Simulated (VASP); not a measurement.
Band structure of AgI (wurtzite). Level of theory: rev-vdW-DF2, VASP's PBE PAW potentials (set 64) (plane waves; VASP).

Unless said otherwise, spin-orbit coupling is left out, though it shifts the bands of the heavy elements here.

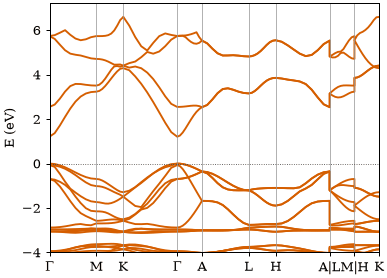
Figure. Bands along high-symmetry lines, zero at the valence-band maximum or, without a gap, the Fermi level

Task: Read the plot: is there a gap, and where are the band edges?

Result: The gap is direct, 1.21 eV, from the valence maximum at Γ to the conduction minimum at Γ. (Edges off the drawn lines would not show.)

The compound is AgI in the wurtzite structure. It was relaxed first.
